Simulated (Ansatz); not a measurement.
# FGeH8NSi2: the cost of one run

All numbers below are computed with Ansatz 0.2.0 (RKS PBE0/def2-SVP).

**1. Starting point**

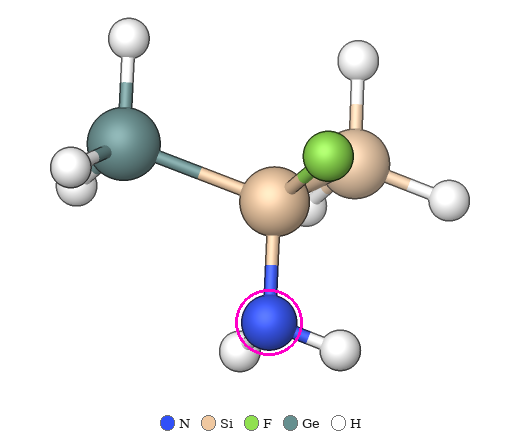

Start, viewed from a chosen angle; nitrogen blue, silicon light orange, fluorine green, germanium teal, hydrogen white. Ringed: N1.

Coordinates:

```xyz
13

N     0.2909    1.0871   -1.6658
Si    0.6313    0.2118   -0.1936
F     2.2471    0.3675    0.1315
Si   -0.4810    1.0231    1.5163
Ge    0.1146   -2.0230   -0.5224
H     0.4357    2.1533   -1.4729
H    -0.7616    1.0483   -1.8179
H    -1.9492    0.8910    1.2130
H    -0.2267    0.2673    2.7769
H    -0.2258    2.4327    1.7458
H     0.9279   -2.5772   -1.6691
H    -1.3812   -2.1379   -0.7977
H     0.3985   -2.7786    0.7706
```

**2. Relaxing end A**

File input.yaml:

```yaml
crystal:
  periodic: [false, false, false]
  atoms:
    - { symbol: "N", position_ang: [0.2909, 1.0871, -1.6658] }
    - { symbol: Si, position_ang: [0.6313, 0.2118, -0.1936] }
    - { symbol: F, position_ang: [2.2471, 0.3675, 0.1315] }
    - { symbol: Si, position_ang: [-0.481, 1.0231, 1.5163] }
    - { symbol: Ge, position_ang: [0.1146, -2.023, -0.5224] }
    - { symbol: H, position_ang: [0.4357, 2.1533, -1.4729] }
    - { symbol: H, position_ang: [-0.7616, 1.0483, -1.8179] }
    - { symbol: H, position_ang: [-1.9492, 0.891, 1.213] }
    - { symbol: H, position_ang: [-0.2267, 0.2673, 2.7769] }
    - { symbol: H, position_ang: [-0.2258, 2.4327, 1.7458] }
    - { symbol: H, position_ang: [0.9279, -2.5772, -1.6691] }
    - { symbol: H, position_ang: [-1.3812, -2.1379, -0.7977] }
    - { symbol: H, position_ang: [0.3985, -2.7786, 0.7706] }
basis:
  gaussian: { orbitals: def2-SVP }
hamiltonian:
  xc: pbe0
relax:
  f_tol: 0.015
  max_steps: 40
```

Command:

```
$ ansatz run input.yaml --threads 2 --pin off --max-ram 3072MiB --backend cpu --events-out ev --progress --plain --runs-dir out
```

Q: Estimate wall time and peak memory on 2 threads of Arm Neoverse V1, shared host.

About 1.7 min, with a peak of 0.38 GiB.
